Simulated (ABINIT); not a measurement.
# Quasiparticle gap of NaHF2 (R-3m) in ABINIT, part 2 of 3

How does a plane-wave GW calculation on NaHF2 (R-3m) run from the first input to the gap?

ABINIT 10.8.3; PBEsol and many-body steps on it, plane waves. Known limits of the many-body steps: not at the basis limit.

So far. Step 2 (Ground state): The gap is indirect, with the least direct gap 0.20 eV higher.

## (3) Bands along the symmetry lines

Level of this step: DFT, PBEsol, plane waves, norm-conserving pseudopotentials (ABINIT).

Levels along a band path, at the cheap level, show where the edges lie and whether the meshes to come will hold them.

Input file run.abi:

```
acell 3*1.0 Angstrom
rprim 
  1.737000000015 1.002857417591 4.583333333300
  -1.737000000015 1.002857417591 4.583333333300
  -0.000000000000 -2.005714835182 4.583333333300
ntypat 3
znucl 11 1 9
natom 4
typat 1 2 3 3
xred 
  0.000000000000 0.000000000000 0.000000000000
  0.500000000000 0.500000000000 0.500000000000
  0.417600000000 0.417600000000 0.417600000000
  0.582400000000 0.582400000000 0.582400000000
pp_dirpath "pseudos"
pseudos "Na.upf, H.upf, F.upf"
ecut 38
iscf -2
irdden 1
kptopt 0
nkpt 59
kpt 
  0.00000000 0.00000000 0.00000000
  0.06250000 0.06250000 0.06250000
  0.12500000 0.12500000 0.12500000
  0.18750000 0.18750000 0.18750000
  0.25000000 0.25000000 0.25000000
  0.31250000 0.31250000 0.31250000
  0.37500000 0.37500000 0.37500000
  0.43750000 0.43750000 0.43750000
  0.50000000 0.50000000 0.50000000
  0.53767702 0.46232298 0.50000000
  0.57535404 0.42464596 0.50000000
  0.61303106 0.38696894 0.50000000
  0.65070808 0.34929192 0.50000000
  0.68838511 0.31161489 0.50000000
  0.72606213 0.27393787 0.50000000
  0.76373915 0.23626085 0.50000000
  0.80141617 0.19858383 0.50000000
  0.50000000 -0.19858383 0.19858383
  0.50000000 -0.17376085 0.17376085
  0.50000000 -0.14893787 0.14893787
  0.50000000 -0.12411489 0.12411489
  0.50000000 -0.09929191 0.09929191
  0.50000000 -0.07446894 0.07446894
  0.50000000 -0.04964596 0.04964596
  0.50000000 -0.02482298 0.02482298
  0.50000000 0.00000000 0.00000000
  0.43750000 0.00000000 0.00000000
  0.37500000 0.00000000 0.00000000
  0.31250000 0.00000000 0.00000000
  0.25000000 0.00000000 0.00000000
  0.18750000 0.00000000 0.00000000
  0.12500000 0.00000000 0.00000000
  0.06250000 0.00000000 0.00000000
  0.00000000 0.00000000 0.00000000
  0.04366149 -0.04366149 0.00000000
  0.08732298 -0.08732298 0.00000000
  0.13098447 -0.13098447 0.00000000
  0.17464595 -0.17464595 0.00000000
  0.21830744 -0.21830744 0.00000000
  0.26196893 -0.26196893 0.00000000
  0.30563042 -0.30563042 0.00000000
  0.34929191 -0.34929191 -0.00000000
  0.65070809 0.00000000 0.34929191
  0.63186958 0.00000000 0.36813042
  0.61303107 0.00000000 0.38696893
  0.59419256 0.00000000 0.40580744
  0.57535404 0.00000000 0.42464596
  0.55651553 0.00000000 0.44348447
  0.53767702 0.00000000 0.46232298
  0.51883851 0.00000000 0.48116149
  0.50000000 0.00000000 0.50000000
  0.43750000 0.00000000 0.43750000
  0.37500000 0.00000000 0.37500000
  0.31250000 0.00000000 0.31250000
  0.25000000 0.00000000 0.25000000
  0.18750000 0.00000000 0.18750000
  0.12500000 0.00000000 0.12500000
  0.06250000 0.00000000 0.06250000
  0.00000000 0.00000000 0.00000000
istwfk *1
nband 19
nbdbuf 2
tolwfr 1e-08
nstep 40
prtwf 0
prtvol 0
indata_prefix "in"
outdata_prefix "out"
tmpdata_prefix "tmp"
```

The run is started by

```sh
> OMP_NUM_THREADS=1 mpirun -n 4 abinit run.abi > log
```

Numbers of over 12 decimals in the logs are rounded to 6 here.

Log:

```text
.Version 10.8.3 of ABINIT. v10.8.2 released Aug 2026.

 Symmetries : space group R-3 m (#166); Bravais hR (rhombohedral)
[... echo of the input left out ...]
== DATASET  1 ==================================================================
-   mpi_nproc: 4, omp_nthreads: 1 (-1 if OMP is not activated)

--- !DatasetInfo
iteration_state: {dtset: 1, }
dimensions: {natom: 4, nkpt: 59, mband: 19, nsppol: 1, nspinor: 1, nspden: 1, mpw: 3640, }
cutoff_energies: {ecut:  38.0, pawecutdg:  -1.0, }
electrons: {nelect:   2.40000000E+01, charge:   0.00000000E+00, occopt:   1.00000000E+00, tsmear:   1.00000000E-02, }

 Real(R)+Recip(G) space primitive vectors, cartesian coordinates (Bohr,Bohr^-1):
 R(1)=  3.2824543  1.8951259  8.6612447  G(1)=  0.1523250  0.0879449  0.0384856
 R(2)= -3.2824543  1.8951259  8.6612447  G(2)= -0.1523250  0.0879449  0.0384856
 R(3)=  0.0000000 -3.7902517  8.6612447  G(3)=  0.0000000 -0.1758898  0.0384856
 Unit cell volume ucvol=  3.2327216E+02 bohr^3
 Angles (23,13,12)=  4.06314301E+01  4.06314301E+01  4.06314301E+01 degrees

 getcut: wavevector=  0.0000  0.0000  0.0000  ngfft=  54  54  54
         ecut(hartree)=     38.000   => boxcut(ratio)=   2.05942

--- Pseudopotential description ------------------------------------------------
- Na Generated using ONCVPSP code by D. R. Hamann
- 11.00000   9.00000  180301                  znucl, zion, pspdat
12 -116133 1 -1 2016                          pspcod,pspxc,lmax,lloc,mmax
     nproj     2     2     0
  pspatm : epsatm=    9.32918808
         --- l  ekb(1:nproj) -->
             0    2.657905   -0.678300
             1   -6.761319   -2.404728
 pspatm: atomic psp has been read  and splines computed

- H Generated using ONCVPSP code by D. R. Hamann
-  1.00000   1.00000  180301                  znucl, zion, pspdat
12 -116133 1 -1 1180                          pspcod,pspxc,lmax,lloc,mmax
     nproj     2     1     0
  pspatm : epsatm=    0.35585368
         --- l  ekb(1:nproj) -->
             0   -1.674911   -0.523609
             1   -0.494138
 pspatm: atomic psp has been read  and splines computed

- F Generated using ONCVPSP code by D. R. Hamann
-  9.00000   7.00000  180301                  znucl, zion, pspdat
12 -116133 2 -1 832                           pspcod,pspxc,lmax,lloc,mmax
     nproj     2     2     1
  pspatm : epsatm=    4.89824381
         --- l  ekb(1:nproj) -->
[...]
2   -2.394754
 pspatm: atomic psp has been read  and splines computed

--------------------------------------------------------------------------------

================================================================================
 prteigrs : about to open file out_EIG
 Non-SCF case, kpt    1 (  0.00000  0.00000  0.00000), residuals and eigenvalues=
  2.10E-09  6.77E-09  2.55E-09  1.55E-09  4.78E-09  3.07E-09  2.74E-09  1.43E-09
[...]
6.4796E-01
 Non-SCF case, kpt    3 (  0.12500  0.12500  0.12500), residuals and eigenvalues=
[...]
6.4630E-01
[...]
Non-SCF case, kpt   58 (  0.06250  0.00000  0.06250), residuals and eigenvalues=
[...]
6.3085E-01
 Non-SCF case, kpt   59 (  0.00000  0.00000  0.00000), residuals and eigenvalues=
[...]
-3.0980E-01 -1.4551E-01 -1.4551E-01 -1.3481E-01 -1.3481E-01 -1.3385E-01
  1.2823E-01  3.5973E-01  4.0202E-01  5.2441E-01  5.7446E-01  5.7446E-01
  6.4840E-01

--- !ResultsGS
iteration_state: {dtset: 1, }
comment   : Summary of ground state results
lattice_vectors:
- [  3.2824543,   1.8951259,   8.6612447, ]
- [ -3.2824543,   1.8951259,   8.6612447, ]
- [ -0.0000000,  -3.7902517,   8.6612447, ]
lattice_lengths: [   9.45427,    9.45427,    9.45427, ]
lattice_angles: [ 40.631,  40.631,  40.631, ] # degrees, (23, 13, 12)
lattice_volume:   3.2327216E+02
convergence: {deltae:  0.000E+00, res2:  0.000E+00, residm:  9.986E-09, diffor:  0.000E+00, }
etotal    :  -9.54888502E+01
entropy   :   0.00000000E+00
fermie    :  -1.26494763E-01
cartesian_stress_tensor: null
pressure_GPa: null
xred      :
- [  0.0000E+00,   0.0000E+00,   0.0000E+00, Na]
- [  5.0000E-01,   5.0000E-01,   5.0000E-01,  H]
- [  4.1760E-01,   4.1760E-01,   4.1760E-01,  F]
- [  5.8240E-01,   5.8240E-01,   5.8240E-01,  F]
cartesian_forces: null
force_length_stats: {min: null, max: null, mean: null, }

 Integrated electronic density in atomic spheres:
 ------------------------------------------------
 Atom  Sphere_radius  Integrated_density
[...]
================================================================================

 ----iterations are completed or convergence reached----

 Mean square residual over all n,k,spin=   42.481E-10; max=  99.863E-10
 reduced coordinates (array xred) for    4 atoms
[...]
cartesian coordinates (angstrom) at end:
    1      0.000000     0.000000     0.000000
    2     -0.000000     0.000000     6.875000
    3     -0.000000     0.000000     5.742000
    4      0.000000     0.000000     8.008000
 length scales=  1.889726125908  1.889726125908  1.889726125908 bohr
              =  1.000000000000  1.000000000000  1.000000000000 angstroms
 prteigrs : about to open file out_EIG
 Eigenvalues (hartree) for nkpt=  59  k points:
 kpt#   1, nband= 19, wtk=  1.00000, kpt=  0.0000  0.0000  0.0000 (reduced coord)
[...]
kpt#   2, nband= 19, wtk=  1.00000, kpt=  0.0625  0.0625  0.0625 (reduced coord)
[...]
kpt#   3, nband= 19, wtk=  1.00000, kpt=  0.1250  0.1250  0.1250 (reduced coord)
[...]
kpt#  58, nband= 19, wtk=  1.00000, kpt=  0.0625  0.0000  0.0625 (reduced coord)
[...]
0.55534    0.57457    0.63085
 kpt#  59, nband= 19, wtk=  1.00000, kpt=  0.0000  0.0000  0.0000 (reduced coord)
  -1.82753   -0.87479   -0.83452   -0.80128   -0.80128   -0.79265   -0.30980   -0.14551
  -0.14551   -0.13481   -0.13481   -0.13385    0.12823    0.35973    0.40202    0.52441
   0.57446    0.57446    0.64840

== END DATASET(S) ==============================================================
================================================================================

 -outvars: echo values of variables after computation  --------
            nband          19
             nkpt          59
          spgroup         166
 [... the other variables as echoed above ...]

 Calculation completed.
```

Elapsed: 23 s, on 4 MPI ranks of Arm Neoverse V1, shared host; peak memory 0.35 GiB.

This step gave:

```yaml
gap: 6.931 eV
k_of_the_valence_top: 0.5, 0.5, 0.5
k_of_the_conduction_bottom: 0, 0, 0
least_direct_gap: 7.132 eV
```

The gap is 6.931 eV, as in the run before at this level.

The electronic bands at the labelled points (eV, zero at the top of the highest filled band):

```
     point  band 9  band 10  band 11  band 12  band 13  band 14  band 15  band 16
         Γ   -0.52    -0.23    -0.23    -0.20     6.93    13.23    14.38    17.71
         T   -0.72    -0.72     0.00     0.00     8.69     9.77    16.46    19.22
        H2   -1.14    -0.86    -0.33    -0.30    12.39    12.68    13.58    13.81
jump to H0   -1.14    -0.86    -0.33    -0.30    12.39    12.68    13.58    13.81
         L   -0.68    -0.51    -0.38    -0.32    11.09    11.81    15.19    15.49
         Γ   -0.52    -0.23    -0.23    -0.20     6.93    13.23    14.38    17.71
        S0   -1.20    -0.61    -0.57    -0.23    12.48    12.50    13.38    14.72
jump to S2   -1.20    -0.61    -0.57    -0.23    12.48    12.50    13.38    14.72
         F   -0.86    -0.80    -0.56    -0.12    11.98    12.17    13.61    13.75
         Γ   -0.52    -0.23    -0.23    -0.20     6.93    13.23    14.38    17.71
```

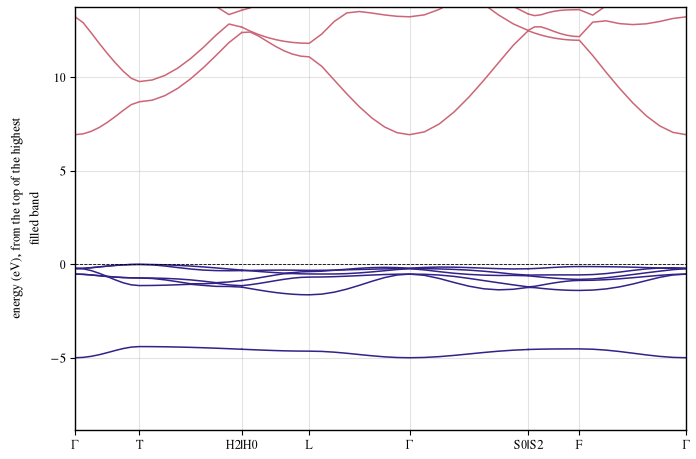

Electronic bands along the path; lines of filled and empty bands in two colours.

## (4) Empty states on the mesh, 4×4×4 mesh, 47 bands

The sums over transitions need many empty states on a uniform mesh; this step solves for them.

Input file run.abi:

```
acell 3*1.0 Angstrom
rprim 
  1.737000000015 1.002857417591 4.583333333300
  -1.737000000015 1.002857417591 4.583333333300
  -0.000000000000 -2.005714835182 4.583333333300
ntypat 3
znucl 11 1 9
natom 4
typat 1 2 3 3
xred 
  0.000000000000 0.000000000000 0.000000000000
  0.500000000000 0.500000000000 0.500000000000
  0.417600000000 0.417600000000 0.417600000000
  0.582400000000 0.582400000000 0.582400000000
pp_dirpath "pseudos"
pseudos "Na.upf, H.upf, F.upf"
ecut 38
ngkpt 4 4 4
nshiftk 1
shiftk 0 0 0
kptopt 1
chksymbreak 0
iscf -2
irdden 1
istwfk *1
nband 47
nbdbuf 4
tolwfr 1e-09
nstep 60
prtvol 0
indata_prefix "in"
outdata_prefix "out"
tmpdata_prefix "tmp"
```

Log:

```text
.Version 10.8.3 of ABINIT. v10.8.2 released Aug 2026.

 Symmetries : space group R-3 m (#166); Bravais hR (rhombohedral)
[... echo of the input left out ...]
== DATASET  1 ==================================================================
-   mpi_nproc: 4, omp_nthreads: 1 (-1 if OMP is not activated)

--- !DatasetInfo
iteration_state: {dtset: 1, }
dimensions: {natom: 4, nkpt: 13, mband: 47, nsppol: 1, nspinor: 1, nspden: 1, mpw: 3640, }
cutoff_energies: {ecut:  38.0, pawecutdg:  -1.0, }
electrons: {nelect:   2.40000000E+01, charge:   0.00000000E+00, occopt:   1.00000000E+00, tsmear:   1.00000000E-02, }

 Real(R)+Recip(G) space primitive vectors, cartesian coordinates (Bohr,Bohr^-1):
 R(1)=  3.2824543  1.8951259  8.6612447  G(1)=  0.1523250  0.0879449  0.0384856
 R(2)= -3.2824543  1.8951259  8.6612447  G(2)= -0.1523250  0.0879449  0.0384856
 R(3)=  0.0000000 -3.7902517  8.6612447  G(3)=  0.0000000 -0.1758898  0.0384856
 Unit cell volume ucvol=  3.2327216E+02 bohr^3
 Angles (23,13,12)=  4.06314301E+01  4.06314301E+01  4.06314301E+01 degrees

 getcut: wavevector=  0.0000  0.0000  0.0000  ngfft=  54  54  54
         ecut(hartree)=     38.000   => boxcut(ratio)=   2.05942

--- Pseudopotential description ------------------------------------------------
- Na Generated using ONCVPSP code by D. R. Hamann
- 11.00000   9.00000  180301                  znucl, zion, pspdat
12 -116133 1 -1 2016                          pspcod,pspxc,lmax,lloc,mmax
     nproj     2     2     0
  pspatm : epsatm=    9.32918808
         --- l  ekb(1:nproj) -->
             0    2.657905   -0.678300
             1   -6.761319   -2.404728
 pspatm: atomic psp has been read  and splines computed

- H Generated using ONCVPSP code by D. R. Hamann
-  1.00000   1.00000  180301                  znucl, zion, pspdat
12 -116133 1 -1 1180                          pspcod,pspxc,lmax,lloc,mmax
     nproj     2     1     0
  pspatm : epsatm=    0.35585368
         --- l  ekb(1:nproj) -->
             0   -1.674911   -0.523609
             1   -0.494138
 pspatm: atomic psp has been read  and splines computed

- F Generated using ONCVPSP code by D. R. Hamann
-  9.00000   7.00000  180301                  znucl, zion, pspdat
12 -116133 2 -1 832                           pspcod,pspxc,lmax,lloc,mmax
     nproj     2     2     1
  pspatm : epsatm=    4.89824381
         --- l  ekb(1:nproj) -->
[...]
2   -2.394754
 pspatm: atomic psp has been read  and splines computed

--------------------------------------------------------------------------------

================================================================================
 prteigrs : about to open file out_EIG
 Non-SCF case, kpt    1 (  0.00000  0.00000  0.00000), residuals and eigenvalues=
  9.16E-10  1.89E-10  2.50E-10  2.84E-10  9.11E-10  5.22E-10  8.76E-10  1.69E-10
[...]
4.07E-11  5.45E-10  1.53E-10  8.68E-10  4.13E-10  1.85E-10  7.44E-10  5.88E-11
[...]
2.56E-10  3.74E-10  4.93E-10  3.42E-10  9.39E-06  3.95E-05  1.95E-04
 -1.8275E+00 -8.7479E-01 -8.3452E-01 -8.0128E-01 -8.0128E-01 -7.9265E-01
 -3.0980E-01 -1.4551E-01 -1.4551E-01 -1.3481E-01 -1.3481E-01 -1.3385E-01
  1.2823E-01  3.5973E-01  4.0202E-01  5.2441E-01  5.7446E-01  5.7446E-01
  6.4840E-01  6.4840E-01  6.7414E-01  7.2660E-01  7.2660E-01  7.2981E-01
  7.2981E-01  8.0432E-01  9.2618E-01  1.0188E+00  1.0188E+00  1.0346E+00
  1.0346E+00  1.0711E+00  1.1530E+00  1.2302E+00  1.2302E+00  1.2756E+00
  1.2756E+00  1.3491E+00  1.3739E+00  1.5137E+00  1.5694E+00  1.5694E+00
  1.6630E+00  1.6782E+00  1.7918E+00  1.7918E+00  1.8241E+00
 prteigrs : prtvol=0 or 1, do not print more k-points.

--- !ResultsGS
iteration_state: {dtset: 1, }
comment   : Summary of ground state results
lattice_vectors:
- [  3.2824543,   1.8951259,   8.6612447, ]
- [ -3.2824543,   1.8951259,   8.6612447, ]
- [ -0.0000000,  -3.7902517,   8.6612447, ]
lattice_lengths: [   9.45427,    9.45427,    9.45427, ]
lattice_angles: [ 40.631,  40.631,  40.631, ] # degrees, (23, 13, 12)
lattice_volume:   3.2327216E+02
convergence: {deltae:  0.000E+00, res2:  0.000E+00, residm:  9.987E-10, diffor:  0.000E+00, }
etotal    :  -9.54888502E+01
entropy   :   0.00000000E+00
fermie    :  -1.26494763E-01
cartesian_stress_tensor: null
pressure_GPa: null
xred      :
- [  0.0000E+00,   0.0000E+00,   0.0000E+00, Na]
- [  5.0000E-01,   5.0000E-01,   5.0000E-01,  H]
- [  4.1760E-01,   4.1760E-01,   4.1760E-01,  F]
- [  5.8240E-01,   5.8240E-01,   5.8240E-01,  F]
cartesian_forces: null
force_length_stats: {min: null, max: null, mean: null, }

 Integrated electronic density in atomic spheres:
 ------------------------------------------------
 Atom  Sphere_radius  Integrated_density
[...]
================================================================================

 ----iterations are completed or convergence reached----

 Mean square residual over all n,k,spin=   36.065E-11; max=  99.873E-11
 reduced coordinates (array xred) for    4 atoms
[...]
0.417600000000      0.417600000000      0.417600000000
       0.582400000000      0.582400000000      0.582400000000

 cartesian coordinates (angstrom) at end:
    1      0.000000     0.000000     0.000000
    2     -0.000000     0.000000     6.875000
    3     -0.000000     0.000000     5.742000
    4      0.000000     0.000000     8.008000
 length scales=  1.889726125908  1.889726125908  1.889726125908 bohr
              =  1.000000000000  1.000000000000  1.000000000000 angstroms
 prteigrs : about to open file out_EIG
 Eigenvalues (hartree) for nkpt=  13  k points:
 kpt#   1, nband= 47, wtk=  0.01563, kpt=  0.0000  0.0000  0.0000 (reduced coord)
[...]
0.72981    0.80432    0.92618    1.01880    1.01880    1.03459    1.03459    1.07107
   1.15305    1.23022    1.23022    1.27556    1.27556    1.34907    1.37392    1.51369
   1.56937    1.56937    1.66298    1.67819    1.79180    1.79185    1.82406
 prteigrs : prtvol=0 or 1, do not print more k-points.

== END DATASET(S) ==============================================================
================================================================================

 -outvars: echo values of variables after computation  --------
            nband          47
             nkpt          13
          spgroup         166
 [... the other variables as echoed above ...]

 Calculation completed.
```

Run time: 18 s. Hardware: 4 MPI ranks; peak memory 0.32 GiB.

Numbers from this step:

- gap: 6.931 eV
- k of the valence top: 0.5, 0.5, 0.5
- k of the conduction bottom: 0, 0, 0
- least direct gap: 7.132 eV
- k points computed: 13
- lowest point of the top converged band, above the valence top: 43.84 eV

On this mesh the gap is 6.931 eV.

## (5) Screening, 4×4×4 mesh, 43 bands, screening to 106.1 eV

The RPA dielectric matrix is built and inverted for each q.

This step: RPA screening on PBEsol, plane waves, norm-conserving pseudopotentials.

Edit run.abi of step 4 so:

```diff
@@ -22,10 +22,11 @@
 chksymbreak 0
-iscf -2
-irdden 1
 istwfk *1
-nband 47
-nbdbuf 4
-tolwfr 1e-09
-nstep 60
-prtvol 0
+occopt 1
+irdwfk 1
+optdriver 3
+nband 43
+ecuteps 3.9
+inclvkb 2
+awtr 1
+symchi 1
 indata_prefix "in"
```

Log:

```text
.Version 10.8.3 of ABINIT. v10.8.2 released Aug 2026.

 Symmetries : space group R-3 m (#166); Bravais hR (rhombohedral)
[... echo of the input left out ...]
== DATASET  1 ==================================================================
-   mpi_nproc: 4, omp_nthreads: 1 (-1 if OMP is not activated)

--- !DatasetInfo
iteration_state: {dtset: 1, }
dimensions: {natom: 4, nkpt: 13, mband: 43, nsppol: 1, nspinor: 1, nspden: 1, mpw: 3640, }
cutoff_energies: {ecut:  38.0, pawecutdg:  -1.0, }
electrons: {nelect:   2.40000000E+01, charge:   0.00000000E+00, occopt:   1.00000000E+00, tsmear:   1.00000000E-02, }

 SCREENING: Calculation of the susceptibility and dielectric matrices

 Based on a program developped by R.W. Godby, V. Olevano, G. Onida, and L. Reining.
 Incorporated in ABINIT by V. Olevano, G.-M. Rignanese, and M. Torrent.
.Using double precision arithmetic ; gwpc =  8

[... cell and pseudopotentials left out ...]
--------------------------------------------------------------------------------

 ==== K-mesh for the wavefunctions ====
 Number of points in the irreducible wedge :    13
[... list of points left out ...]
 Together with 12 symmetry operations and time-reversal symmetry
 yields    64 points in the full Brillouin Zone.

 ==== Q-mesh for the screening function ====
 Number of points in the irreducible wedge :    13
[... list of points left out ...]
 Together with 12 symmetry operations and time-reversal symmetry
 yields    64 points in the full Brillouin Zone.

 setmesh: FFT mesh size selected  =    36x   36x   36
          total number of points  =        46656

 vcoul_init : cutoff-mode = AUXILIARY_FUNCTION
 q-points for optical limit:   1
     1)      0.000010    0.000020    0.000030

- screening: taking advantage of time-reversal symmetry
- Maximum band index for partially occupied states nbvw = 12
- Remaining bands to be divided among processors   nbcw = 31
- Number of bands treated by each node ~7

 Number of electrons calculated from density =   24.0000; Expected =   24.0000
 average of density, n =  0.074241
 r_s =    1.4760
 omega_plasma =   26.2831 [eV]

 calculating chi0 at frequencies [eV] :
  1    0.000000E+00    0.000000E+00
  2    0.000000E+00    2.628313E+01

--------------------------------------------------------------------------------
  q-point number  1        q = ( 0.000000, 0.000000, 0.000000) [r.l.u.]
--------------------------------------------------------------------------------
[... chi0 elements left out ...]
 For q-point:  0.000010 0.000020 0.000030
  dielectric constant =   1.6564
  dielectric constant without local fields =   1.7304

  Average fulfillment of the sum rule on Im[epsilon] for q-point    1 :     28.16  [%]
[... wings left out ...]
  q-point number  2        q = ( 0.250000, 0.000000, 0.000000) [r.l.u.]
--------------------------------------------------------------------------------
[... chi0 elements left out ...]
  Average fulfillment of the sum rule on Im[epsilon] for q-point    2 :     38.05  [%]

 [... 11 further q-points ...]
```

The job ended after 36 s (4 MPI ranks; peak memory 1.2 GiB; 2.4 min of CPU time).

Numbers from this step:

```yaml
eps_infinity_with_local_fields_on_this_mesh_along_the_program_s_q_direction: 1.656
the_same_without_local_fields: 1.730
plasma_frequency: 26.28 eV
plane_waves_in_the_screening_matrix: 109
```

Local fields lower ε∞ by 4 %.

[end of part 2 of 3]

[Paths, hosts, dates, memory and timing lines, banners, echoed tables and standing remarks are left out of the program output.]

[Logs are printed without paths, hosts, clocks, repeated set-up lines and the standing remarks that a program may print on its own settings, such as how far it seeks lower states.]

[Runs of the session that timed out or met a known fault of the program may be left out.]

[Hosts, paths, dates, database ids (printed as entryN), source tags and the programs' standing remarks are cut or masked in the printed files.]

[G0W0 gaps are taken among the corrected bands and points alone; a level outside them can change the order at an edge.]

[Where Ansatz stands beside ABINIT at settings called matched, ABINIT's density can come from a denser mesh and the files from another edition; pairs whose starting gaps differed by over 0.03 eV were left out, so agreement reads better than it is.]
